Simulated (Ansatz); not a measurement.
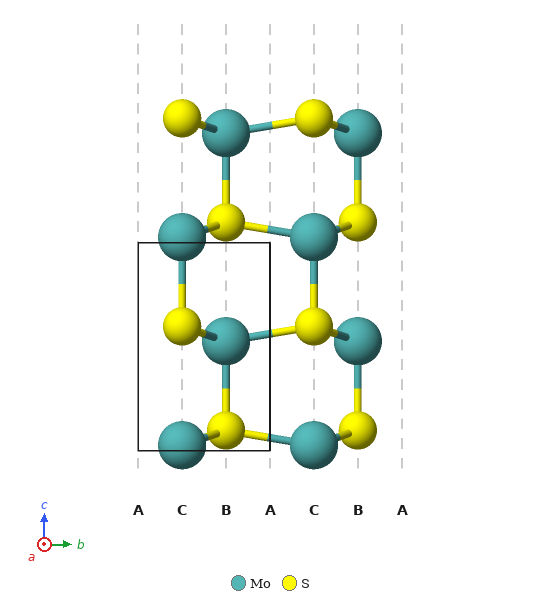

Projection along an edge of the hexagonal mesh, stacking direction c upwards. The dashed lines mark the three columns A (0, 0), B (1/3, 2/3) and C (2/3, 1/3). The sequence starts with the first layer at or above the cell's origin.

MoS. Coordinates: coordinates from a relaxation with DFT PBEsol, scalar-relativistic, plane waves, PAW in Ansatz 0.2.0; the starting structure was generated, so it need not be a known form of this composition.

**Read off the stacking sequence over one period.**

Mo(C) – S(B) – Mo(B) – S(C) (four layers in 5.36 Å).

**How are the S layers alone stacked?**

S layers alone: BC, the hexagonal close-packed type.

**Which positions between or in the S layers do the other atoms fill?**

Mo: two tetrahedral sites, counted in one hexagonal cell.

**What short polytype symbol fits?**

Polytype symbol 2H, the symbol of a tetrahedral polytype (number of double layers in the repeat and lattice).
